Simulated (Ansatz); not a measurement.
# Ag wire along [110], 35 atoms a period: bands along the axis

Wanted: the relaxed geometry and the bands of the Ag wire along [110], 35 atoms a period.

Method: DFT PBE, plane waves, PAW; relaxation of a wire's period; PAW set soft_1, in the first sound run; inputs show where later runs differ, in Ansatz 0.2.0.

## (1) The starting structure

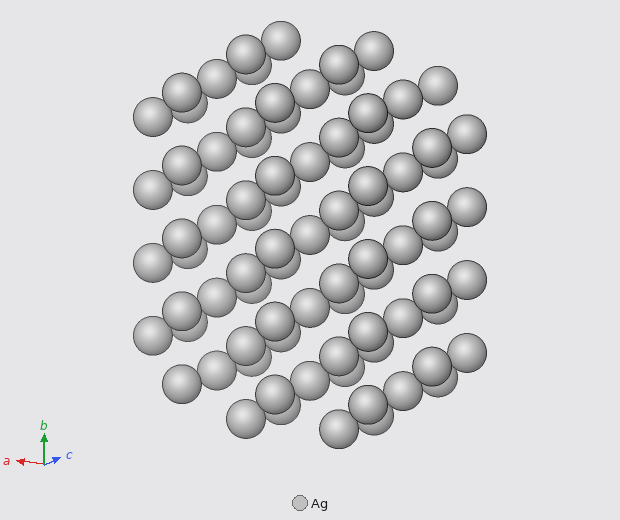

Start, viewed at a slant to the c axis; silver light grey. 1×1×2 cells are drawn. Some periodic images of atoms are drawn too.

The cell holds 35 atoms: 35 Ag. Cell: a = 19.250 Å, b = 21.472 Å, c = 2.934 Å, α = 90.0°, β = 90.0°, γ = 90.0°. Vacuum lies along a and b. The structure's axis is c.

## (2) The relaxed wire

Band widths follow the bond lengths, so the wire is relaxed first. The atoms and the third cell vector are free; the box across stays fixed as vacuum. A Fermi-Dirac smearing is set since the result may be a metal. The pressure printed is a third of the stress's trace over the whole box, vacuum included; only the stress along the axis is relaxed.

File input.yaml:

```yaml
crystal:
  lattice:
    - [19.25, 0.0, 0.0]
    - [0.0, 21.472, 0.0]
    - [0.0, 0.0, 2.9344931419]
  atoms:
    - { symbol: Ag, position: [0.284415584, 0.636676881, 0.0] }
    - { symbol: Ag, position: [0.284415584, 0.500010845, 0.0] }
    - { symbol: Ag, position: [0.284415584, 0.773342918, 0.0] }
    - { symbol: Ag, position: [0.5, 0.636676881, 0.0] }
    - { symbol: Ag, position: [0.5, 0.500010845, 0.0] }
    - { symbol: Ag, position: [0.5, 0.773342918, 0.0] }
    - { symbol: Ag, position: [0.715584416, 0.636676881, 0.0] }
    - { symbol: Ag, position: [0.715584416, 0.500010845, 0.0] }
    - { symbol: Ag, position: [0.715584416, 0.773342918, 0.0] }
    - { symbol: Ag, position: [0.176623377, 0.295011789, 0.5] }
    - { symbol: Ag, position: [0.176623377, 0.431677826, 0.5] }
    - { symbol: Ag, position: [0.176623377, 0.568343863, 0.5] }
    - { symbol: Ag, position: [0.176623377, 0.7050099, 0.5] }
    - { symbol: Ag, position: [0.392207792, 0.158345753, 0.5] }
    - { symbol: Ag, position: [0.392207792, 0.295011789, 0.5] }
    - { symbol: Ag, position: [0.392207792, 0.431677826, 0.5] }
    - { symbol: Ag, position: [0.392207792, 0.568343863, 0.5] }
    - { symbol: Ag, position: [0.392207792, 0.7050099, 0.5] }
    - { symbol: Ag, position: [0.392207792, 0.841675937, 0.5] }
    - { symbol: Ag, position: [0.607792208, 0.158345753, 0.5] }
    - { symbol: Ag, position: [0.607792208, 0.295011789, 0.5] }
    - { symbol: Ag, position: [0.607792208, 0.431677826, 0.5] }
    - { symbol: Ag, position: [0.607792208, 0.568343863, 0.5] }
    - { symbol: Ag, position: [0.607792208, 0.7050099, 0.5] }
    - { symbol: Ag, position: [0.607792208, 0.841675937, 0.5] }
    - { symbol: Ag, position: [0.823376623, 0.295011789, 0.5] }
    - { symbol: Ag, position: [0.823376623, 0.431677826, 0.5] }
    - { symbol: Ag, position: [0.823376623, 0.568343863, 0.5] }
    - { symbol: Ag, position: [0.823376623, 0.7050099, 0.5] }
    - { symbol: Ag, position: [0.284415584, 0.363344808, 0.0] }
    - { symbol: Ag, position: [0.284415584, 0.226678771, 0.0] }
    - { symbol: Ag, position: [0.5, 0.363344808, 0.0] }
    - { symbol: Ag, position: [0.5, 0.226678771, 0.0] }
    - { symbol: Ag, position: [0.715584416, 0.363344808, 0.0] }
    - { symbol: Ag, position: [0.715584416, 0.226678771, 0.0] }
kpoints:
  mp_grid: { grid: [1, 1, 28] }
scf:
  occupations: { method: fermi_dirac, width: 0.05 }
hamiltonian:
  xc: pbe
  pseudopotentials: { kind: paw, azcp: { folder: soft_1 } }
relax:
  cell: { fix: [a, b, alpha, beta, gamma] }
  max_steps: 45
  f_tol: 0.03
```

On the command line:

```console
$ ansatz run input.yaml --threads 16 --pin off --max-ram 61440MiB --backend cuda --events-out ev --progress --plain --runs-dir out --max-vram 78GiB
```

Numbers of over 12 decimals in the logs are rounded to 6 here.

Output:

```text
Engine: ansatz 0.2.0, aarch64-unknown-linux-gnu
Pseudopotentials: kind: paw
Pseudopotential: Ag, paw, valence charge 19, recommended cutoff 420 eV (normal), soft_1/Ag.paw.azcp
Functional definition: PBE
  parameter kappa = 0.804
  parameter beta = 0.066725
  exchange = pbe_x(kappa = kappa, mu = beta*pi^2/3)
  correlation = pbe_c(beta = beta)
[...]
Crystal: 35 atoms, lattice volume = 1212.932 Å³
Basis set: ecut = 420 eV, 23595 PW (Γ), exchange–correlation on 270×288×40 points (8 copies of the dense FFT grid, shifted against one another)
Bands: 399, of which v1, the nominal top of the filled ones, is band 333 counted from 1 (332 counted from 0)
Symmetry: 8 space group operations
Space group: Pmmm (ITA 47), of the structure as read, at distance tolerance 1.1e-4 Å
k-points: 15 of 28
Non-local potential: Ag, projectors of the file, l = 0: 3, l = 1: 2, l = 2: 2, l = 3: 1
PAW form: soft (Blöchl's): semilocal exchange-correlation on the pseudo side does not see the compensation charge
PAW one-centre angular grid: Ag, 590 points (default); XC on 64 Gauss nodes
Initial density: superposition of atomic densities (neutral atoms: chi_scale 0, normalization atom)
Initial wavefunctions: pseudopotential atomic-orbital guess
[...]
Functional: x = pbe(κ = 0.804, μ = 0.219515), c = pbe(β = 0.066725)
SCF iter   1: F=—  HF=-265669.905913 eV  |F-HF|=—  |Δ(HF+E_count)|=         —  Δρ=4.19e-2  dr2=2.70e1  ethr=3.10e-3  ⟨swp⟩=6.1  Hψ=22293  notcnv=0  defer=197
preconditioner: auto → LDOS  [metal: Δε(μ)=0.030 eV  Ē_g=8.503 eV  σ=0.050 eV  W_gap=0.15  n_scr=308 (ndim 8)  ℏωp=20.9 eV  f_vac=0.436  D(μ)=9.32/eV (n_scr^D=46)  β→1.0]
SCF iter   2: F=—  HF=-265676.586970 eV  |F-HF|=—  |Δ(HF+E_count)|=    6.68e0  Δρ=6.37e-2  dr2=4.40e1  ethr=3.10e-3  ⟨swp⟩=2.7  Hψ=12844  notcnv=0  defer=768
[...]
SCF iter  10: F=-265663.171154 eV  HF=-265663.171154 eV  |F-HF|=3.41e-8  |Δ(HF+E_count)|=   1.61e-7  Δρ=2.57e-6  dr2=4.98e-8  ethr=1.50e-11  ⟨swp⟩=2.9  Hψ=22837  notcnv=0
SCF 1 converged in 10 iterations: F = -265663.171154 eV  dr2 = 4.98e-8
  greatest PAW one-centre occupation: 1.001 electrons in one spin orbital (limit 2), on the Ag atom at site 4 (counted from 0), in its partial waves of l = 0
relax step   1: F+E_penalty+E_count = -265663.17115365 eV  Δ(F+E_penalty+E_count) = +0.000e0 eV  max|allowed force component| = 3.205e-1 eV/Å  Δτ_max = 0.0000 Å  P = -1.086 GPa  Ω = 1212.932 Å³  fix = [a, b, alpha, beta, gamma]  reactions: a -0.877, b -1.097 GPa  (10 SCF iters, dr2 threshold 1.00e-7 eV, accepted)
[...]
Crystal: 35 atoms, lattice volume = 1190.372 Å³
Basis set: ecut = 420 eV, 23235 PW (Γ), exchange–correlation on 270×288×40 points (8 copies of the dense FFT grid, shifted against one another)
[...]
iter 1 solved again at ethr=4.70e-5 eV; its pass at ethr=3.10e-3 eV (dr2=3.13e-1 eV) is discarded
SCF iter   1: F=—  HF=-265663.397547 eV  |F-HF|=—  |Δ(HF+E_count)|=         —  Δρ=4.92e-3  dr2=3.13e-1  ethr=4.70e-5  ⟨swp⟩=3.3  Hψ=30612  notcnv=0
preconditioner: auto → LDOS  [metal: Δε(μ)=0.009 eV  Ē_g=9.012 eV  σ=0.050 eV  W_gap=0.05  n_scr=300 (ndim 8)  ℏωp=21.1 eV  f_vac=0.446  D(μ)=10.53/eV (n_scr^D=50)  β→1.0]
SCF iter   2: F=—  HF=-265663.448673 eV  |F-HF|=—  |Δ(HF+E_count)|=   5.11e-2  Δρ=6.14e-3  dr2=5.01e-1  ethr=4.70e-5  ⟨swp⟩=2.7  Hψ=11765  notcnv=0
[...]
SCF iter   7: F=-265663.323217 eV  HF=-265663.323217 eV  |F-HF|=5.13e-8  |Δ(HF+E_count)|=   5.94e-7  Δρ=6.58e-6  dr2=5.69e-7  ethr=5.26e-10  ⟨swp⟩=4.0  Hψ=18389  notcnv=0
SCF 2 converged in 7 iterations: F = -265663.323217 eV  dr2 = 5.69e-7
relax step   2: F+E_penalty+E_count = -265663.32321699 eV  Δ(F+E_penalty+E_count) = -1.521e-1 eV  max|allowed force component| = 1.393e-1 eV/Å  Δτ_max = 0.1837 Å  P = +0.918 GPa  Ω = 1190.372 Å³  energy of the carried Pulay correction = +5.424e-3 eV  fix = [a, b, alpha, beta, gamma]  reactions: a +0.956, b +0.877 GPa  (7 SCF iters, dr2 threshold 3.50e-6 eV, accepted)
[...]
Crystal: 35 atoms, lattice volume = 1197.461 Å³
[...]
iter 1 solved again at ethr=1.11e-5 eV; its pass at ethr=3.10e-3 eV (dr2=7.38e-2 eV) is discarded
[...]
SCF 3 converged in 6 iterations: F = -265663.396750 eV  dr2 = 2.06e-6
relax step   3: F+E_penalty+E_count = -265663.39674965 eV  Δ(F+E_penalty+E_count) = -7.353e-2 eV  max|allowed force component| = 2.544e-2 eV/Å  Δτ_max = 0.0647 Å  P = -0.039 GPa  Ω = 1197.461 Å³  energy of the carried Pulay correction = +3.709e-3 eV  fix = [a, b, alpha, beta, gamma]  reactions: a +0.003, b -0.054 GPa  (6 SCF iters, dr2 threshold 2.12e-6 eV, accepted)
[...]
SCF 4 converged in 8 iterations: F = -265663.399436 eV  dr2 = 2.33e-9
relax step   4: F+E_penalty+E_count = -265663.39943629 eV  Δ(F+E_penalty+E_count) = -2.687e-3 eV  max|allowed force component| = 7.813e-3 eV/Å  Δτ_max = 0.0259 Å  P = -0.001 GPa  Ω = 1195.989 Å³  energy of the carried Pulay correction = +4.064e-3 eV  fix = [a, b, alpha, beta, gamma]  reactions: a +0.001, b +0.010 GPa  (8 SCF iters, dr2 threshold 1.08e-8 eV, accepted)
[...]
SCF 5 converged in 6 iterations: F = -265663.395091 eV  dr2 = 6.35e-11
relax step   5: F+E_penalty+E_count = -265663.39509147 eV  Δ(F+E_penalty+E_count) = +4.345e-3 eV  max|allowed force component| = 7.836e-3 eV/Å  Δτ_max = 0.0000 Å  P = +0.002 GPa  Ω = 1195.989 Å³  fix = [a, b, alpha, beta, gamma]  reactions: a +0.003, b +0.013 GPa  stress off target by 1.06e-2 GPa on what of the cell is left free  SCF on the basis re-selected at this cell (its energy is not comparable with the rows above)  (6 SCF iters)
[...]
SCF converged after 6 iterations
[...]
--- Relaxed structure (4 steps of the walk, 4 accepted, 1 SCFs on fresh bases) ---
  F+E_penalty+E_count = -265663.39509147 eV   max|allowed force component| = 7.836e-3 eV/Å   (the final SCF, on the basis selected at the relaxed cell)
  cell:  # Å, volume = 1195.9885 Å³
    - [19.25, 0, 0]
    - [0, 21.472, 0]
    - [0, 0, 2.893502]
  atoms:
    - { symbol: Ag, position: [0.283004, 0.634606, 5.141426927264737e-19] }
    - { symbol: Ag, position: [0.281724, 0.5000108446, 9.801762932228303e-19] }
    - { symbol: Ag, position: [0.281465, 0.771089, 1.0743062614172043e-18] }
    - { symbol: Ag, position: [0.500000, 0.635413, 0] }
    - { symbol: Ag, position: [0.500000, 0.5000108446, 0] }
    - { symbol: Ag, position: [0.500000, 0.774280, 0] }
    - { symbol: Ag, position: [0.716996, 0.634606, -5.141426927264726e-19] }
    - { symbol: Ag, position: [0.718276, 0.5000108446, -9.801762932228301e-19] }
    - { symbol: Ag, position: [0.718535, 0.771089, -1.0743062614171994e-18] }
    - { symbol: Ag, position: [0.178386, 0.299101, 0.500000] }
    - { symbol: Ag, position: [0.174160, 0.433115, 0.500000] }
    - { symbol: Ag, position: [0.174160, 0.566907, 0.500000] }
    - { symbol: Ag, position: [0.178386, 0.700921, 0.500000] }
    - { symbol: Ag, position: [0.389321, 0.165640, 0.500000] }
    - { symbol: Ag, position: [0.392464, 0.297711, 0.500000] }
    - { symbol: Ag, position: [0.391122, 0.432583, 0.500000] }
    - { symbol: Ag, position: [0.391122, 0.567439, 0.500000] }
    - { symbol: Ag, position: [0.392464, 0.702311, 0.500000] }
    - { symbol: Ag, position: [0.389321, 0.834382, 0.500000] }
    - { symbol: Ag, position: [0.610679, 0.165640, 0.500000] }
    - { symbol: Ag, position: [0.607536, 0.297711, 0.500000] }
    - { symbol: Ag, position: [0.608878, 0.432583, 0.500000] }
    - { symbol: Ag, position: [0.608878, 0.567439, 0.500000] }
    - { symbol: Ag, position: [0.607536, 0.702311, 0.500000] }
    - { symbol: Ag, position: [0.610679, 0.834382, 0.500000] }
    - { symbol: Ag, position: [0.821614, 0.299101, 0.500000] }
    - { symbol: Ag, position: [0.825840, 0.433115, 0.500000] }
    - { symbol: Ag, position: [0.825840, 0.566907, 0.500000] }
    - { symbol: Ag, position: [0.821614, 0.700921, 0.500000] }
    - { symbol: Ag, position: [0.283004, 0.365415, 5.141426927264729e-19] }
    - { symbol: Ag, position: [0.281465, 0.228933, 1.0743062614171996e-18] }
    - { symbol: Ag, position: [0.500000, 0.364609, 0] }
    - { symbol: Ag, position: [0.500000, 0.225742, 0] }
    - { symbol: Ag, position: [0.716996, 0.365415, -5.141426927264733e-19] }
    - { symbol: Ag, position: [0.718535, 0.228933, -1.074306261417204e-18] }
```

Elapsed: 11 s, on 1 × NVIDIA GB200 with 16 threads of Arm Neoverse V2, shared host; peak memory 1.6 GiB; 86 s of CPU time.

The steps of the relaxation:

| step | energy less that of the first step (eV) | largest force component (eV/Å) | pressure (GPa) | volume (Å³) |
| --- | --- | --- | --- | --- |
| 1 | 0.0000 | 0.3205 | -1.09 | 1212.93 |
| 2 | -0.1521 | 0.1393 | 0.92 | 1190.37 |
| 3 | -0.2256 | 0.0254 | -0.04 | 1197.46 |
| 4 | -0.2283 | 0.0078 | 0.00 | 1195.99 |
| 5 | -0.2239 | 0.0078 | 0.00 | 1195.99 |

The log counts 1 steps on a newly chosen plane-wave basis, not all of them marked here; energy and pressure can jump at such steps.

Forces are held to the 8 operations that the run works with; a distortion that breaks them can't arise in this run.

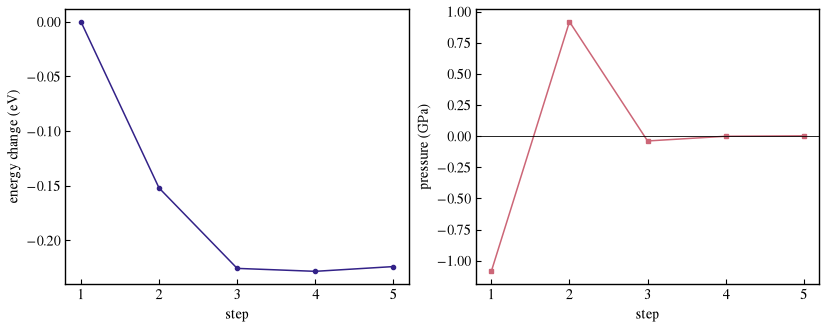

Energy and pressure along the relaxation.

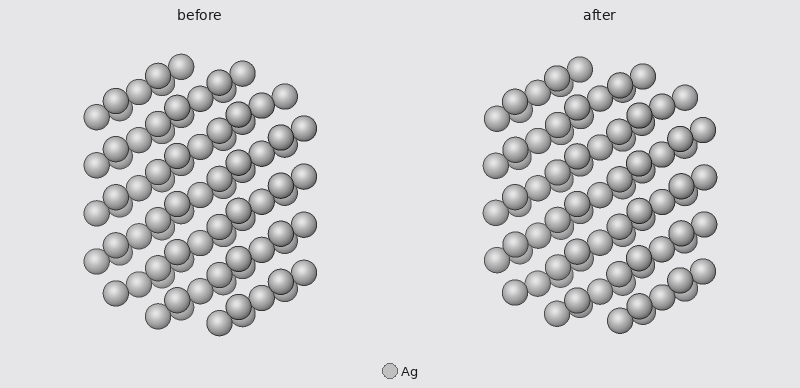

The structure before and after the relaxation, drawn at the same scale.

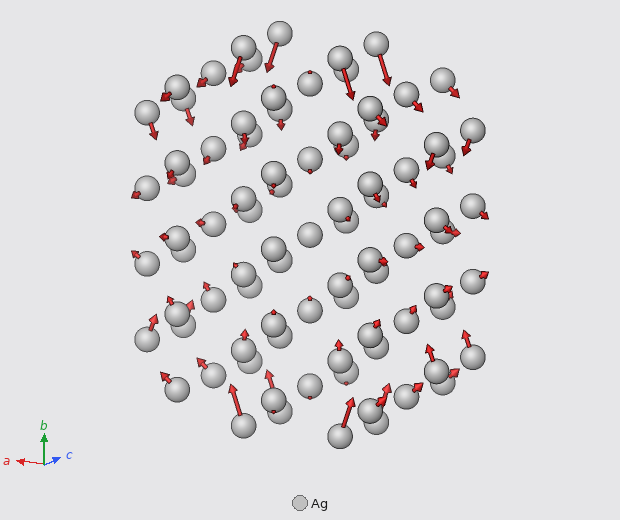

Displacements in the relaxation, exaggerated, measured against the changing cell; the longest in the cell stands for 0.17 Å. 1×1×2 cells are drawn. Some periodic images of atoms are drawn too.

| cell as run | before | after | change |
| --- | --- | --- | --- |
| c (Å) | 2.934 | 2.894 | -1.4 % |

The atoms that moved most (Å, along periodic axes as changes of fractional coordinates times the final cell, across vacuum about the mean position):

| atom | dx | dy | dz | length |
| --- | --- | --- | --- | --- |
| Ag19 | -0.056 | -0.157 | 0.000 | 0.166 |
| Ag25 | 0.056 | -0.157 | 0.000 | 0.166 |
| Ag14 | -0.056 | 0.157 | 0.000 | 0.166 |
| Ag20 | 0.056 | 0.157 | 0.000 | 0.166 |
| Ag26 | -0.034 | 0.088 | 0.000 | 0.094 |
| Ag10 | 0.034 | 0.088 | 0.000 | 0.094 |
| Ag29 | -0.034 | -0.088 | 0.000 | 0.094 |
| Ag13 | 0.034 | -0.088 | 0.000 | 0.094 |

This step gave:

| Quantity | Value |
| --- | --- |
| energy at zero smearing | -265663.3518 eV |
| cell length along the wire | 2.894 Å |

The cell's length comes to 2.894 Å with spin left out.

## (3) The wire at its relaxed period

This step: DFT PBE, plane waves, PAW; bands of a perfect wire; PAW set soft_1 (Ansatz 0.2.0).

At the relaxed period the bands are computed along the axis; those that cross an energy going forward count the channels that a perfect wire would open there.

File input.yaml:

```yaml
crystal:
  lattice:
    - [19.25, 0.0, 0.0]
    - [0.0, 21.472, 0.0]
    - [0.0, 0.0, 2.893501935]
  atoms:
    - { symbol: Ag, position: [0.283003678, 0.634606349, 0.0] }
    - { symbol: Ag, position: [0.281723886, 0.500010845, 0.0] }
    - { symbol: Ag, position: [0.281465392, 0.7710889, 0.0] }
    - { symbol: Ag, position: [0.5, 0.635413144, 0.0] }
    - { symbol: Ag, position: [0.5, 0.500010845, 0.0] }
    - { symbol: Ag, position: [0.5, 0.774279597, 0.0] }
    - { symbol: Ag, position: [0.716996322, 0.634606349, 0.0] }
    - { symbol: Ag, position: [0.718276114, 0.500010845, 0.0] }
    - { symbol: Ag, position: [0.718534608, 0.7710889, 0.0] }
    - { symbol: Ag, position: [0.178385517, 0.29910052, 0.5] }
    - { symbol: Ag, position: [0.174159556, 0.433114932, 0.5] }
    - { symbol: Ag, position: [0.174159556, 0.566906757, 0.5] }
    - { symbol: Ag, position: [0.178385517, 0.700921169, 0.5] }
    - { symbol: Ag, position: [0.389321465, 0.165640053, 0.5] }
    - { symbol: Ag, position: [0.392464343, 0.297711051, 0.5] }
    - { symbol: Ag, position: [0.39112215, 0.432583, 0.5] }
    - { symbol: Ag, position: [0.39112215, 0.56743869, 0.5] }
    - { symbol: Ag, position: [0.392464343, 0.702310638, 0.5] }
    - { symbol: Ag, position: [0.389321465, 0.834381636, 0.5] }
    - { symbol: Ag, position: [0.610678535, 0.165640053, 0.5] }
    - { symbol: Ag, position: [0.607535657, 0.297711051, 0.5] }
    - { symbol: Ag, position: [0.60887785, 0.432583, 0.5] }
    - { symbol: Ag, position: [0.60887785, 0.56743869, 0.5] }
    - { symbol: Ag, position: [0.607535657, 0.702310638, 0.5] }
    - { symbol: Ag, position: [0.610678535, 0.834381636, 0.5] }
    - { symbol: Ag, position: [0.821614483, 0.29910052, 0.5] }
    - { symbol: Ag, position: [0.825840444, 0.433114932, 0.5] }
    - { symbol: Ag, position: [0.825840444, 0.566906757, 0.5] }
    - { symbol: Ag, position: [0.821614483, 0.700921169, 0.5] }
    - { symbol: Ag, position: [0.283003678, 0.36541534, 0.0] }
    - { symbol: Ag, position: [0.281465392, 0.22893279, 0.0] }
    - { symbol: Ag, position: [0.5, 0.364608545, 0.0] }
    - { symbol: Ag, position: [0.5, 0.225742092, 0.0] }
    - { symbol: Ag, position: [0.716996322, 0.36541534, 0.0] }
    - { symbol: Ag, position: [0.718534608, 0.22893279, 0.0] }
kpoints:
  mp_grid: { grid: [1, 1, 28] }
  band_path: { path: ["Γ", Z], npoints: 90 }
scf:
  occupations: { method: fermi_dirac, width: 0.05 }
hamiltonian:
  xc: pbe
  pseudopotentials: { kind: paw, azcp: { folder: soft_1 } }
output:
  dos: { e_range: [-5, 4] }
  write_potential: true
  write_density: true
  volumetric_format: npy
```

Output:

```text
[...]
Crystal: 35 atoms, lattice volume = 1195.989 Å³
Basis set: ecut = 420 eV, 23347 PW (Γ)
Bands: 399, of which v1, the nominal top of the filled ones, is band 333 counted from 1 (332 counted from 0)
[... 1 set-up line as in the run before ...]
[...]
k-points: 15 of 28
[...]
SCF iter   1: F=—  HF=-265670.365675 eV  |F-HF|=—  |Δ(HF+E_count)|=         —  Δρ=4.32e-2  dr2=2.75e1  ethr=3.10e-3  ⟨swp⟩=6.1  Hψ=22289  notcnv=0  defer=206
[...]
SCF iter   6: F=—  HF=-265663.395867 eV  |F-HF|=—  |Δ(HF+E_count)|=   8.87e-3  Δρ=1.33e-4  dr2=2.90e-4  ethr=7.73e-7  ⟨swp⟩=2.0  Hψ=8128  notcnv=0  defer=773
[...]
SCF iter   8: F=—  HF=-265663.395267 eV  |F-HF|=—  |Δ(HF+E_count)|=   1.87e-2  Δρ=1.42e-5  dr2=2.62e-6  ethr=1.02e-8  ⟨swp⟩=2.0  Hψ=8159  notcnv=0  defer=773
[...]
SCF iter  10: F=-265663.395268 eV  HF=-265663.395268 eV  |F-HF|=1.70e-8  |Δ(HF+E_count)|=   2.32e-7  Δρ=2.28e-6  dr2=4.19e-8  ethr=1.50e-11  ⟨swp⟩=11.0  Hψ=29191  notcnv=0
SCF 1 converged in 10 iterations: F = -265663.395268 eV  dr2 = 4.19e-8
[...]
NSCF: frozen V_eff on 91 k-points
[...]
SCF converged after 10 iterations
[...]
```

Wall time 13 s (1 × NVIDIA GB200 with 16 threads); peak memory 3.7 GiB.

Numbers from this step:

```
energy at zero smearing : -265663.3520 eV
band gap                : 0 eV
```

The electronic bands at the labelled points (eV, zero at the Fermi level; # counts the bands kept):

| point | #51 | #52 | #53 | #54 | #55 | #56 | #57 | #58 |
| --- | --- | --- | --- | --- | --- | --- | --- | --- |
| Γ | -2.25 | -2.13 | -2.12 | -1.52 | -1.40 | -1.27 | -1.01 | -0.91 |
| Z | 1.02 | 1.10 | 1.11 | 1.11 | 1.21 | 1.33 | 1.59 | 1.81 |

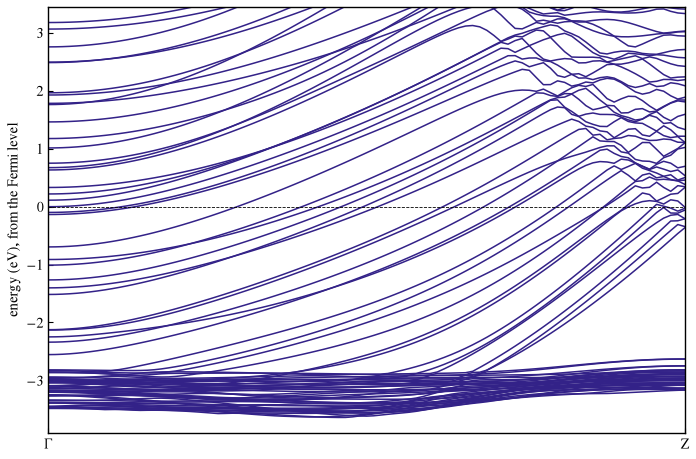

Electronic bands along the path.

Between Γ and Z the bands cross the Fermi level 23 times, so a perfect wire would conduct at least 23 G₀, with spin left out.

## (4) Results

* cell length, PBE: 2.894 Å
* ballistic conductance by band crossings, a lower bound, PBE: 23 G₀

In words: Under PBE the cell's length is 2.89 Å, and the bands cross the Fermi level 23 times between Γ and Z, which gives a perfect wire at least 23 G₀ (opposite crossings within one step of the path cancel in such a count).

[Logs are printed without paths, hosts, clocks, repeated set-up lines and the standing remarks that a program may print on its own settings, such as how far it seeks lower states.]

[Hosts, paths, dates, database ids (printed as entryN), source tags and the programs' standing remarks are cut or masked in the printed files.]
